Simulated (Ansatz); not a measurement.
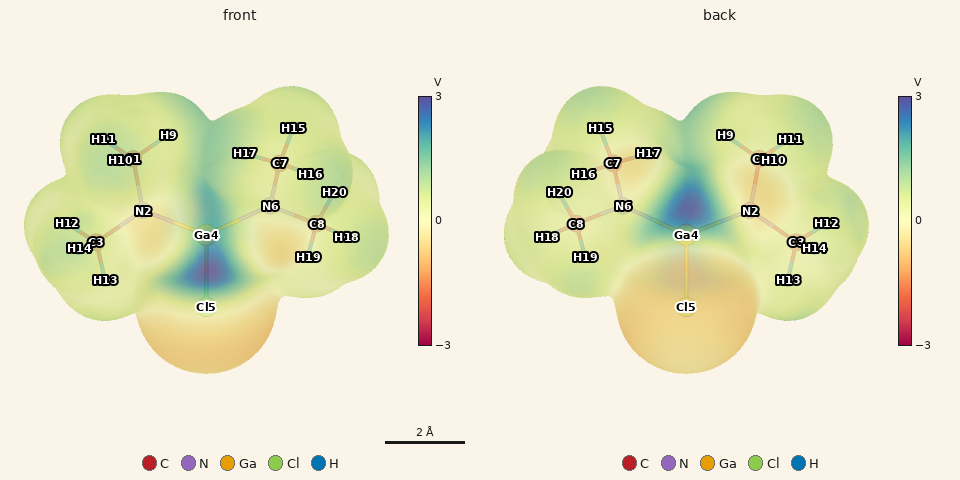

Figure. C4H12ClGaN2 (SMILES C[N](C)[Ga]([Cl])[N](C)C). The molecular electrostatic potential painted on the density surface at 0.004 e/bohr³, seen from the front and from behind; red is negative and blue positive.

Geometry: PBE0-D4/def2-TZVP.

Computed with Ansatz 0.2.0, RKS PBE0-D4/def2-TZVPP.

```xyz
20

C     0.3784   -1.9471    1.0870
N     0.6704   -1.4676   -0.2385
C     1.4782   -2.3811   -1.0065
Ga    0.1004    0.1142   -0.9095
Cl    0.3444    0.3786   -3.0311
N    -0.6490    1.5017   -0.0203
C    -0.6742    1.6375    1.4126
C    -1.2899    2.5960   -0.7046
H    -0.3149   -1.2850    1.6080
H     1.2859   -2.0384    1.7025
H    -0.0889   -2.9419    1.0498
H     0.9899   -3.3620   -1.0984
H     1.6490   -1.9980   -2.0136
H     2.4585   -2.5463   -0.5359
H    -1.6985    1.6019    1.8130
H    -0.2385    2.5983    1.7230
H    -0.0966    0.8499    1.8991
H    -0.8211    3.5560   -0.4445
H    -1.2205    2.4733   -1.7864
H    -2.3548    2.6694   -0.4395
```

Which sites attract a positive test charge, and which a negative one?

A positive charge is drawn to the negative regions and a negative charge to the positive ones. The most negative region (about −0.8 V) lies over Cl5, the most positive (about +2.8 V) over Ga4.
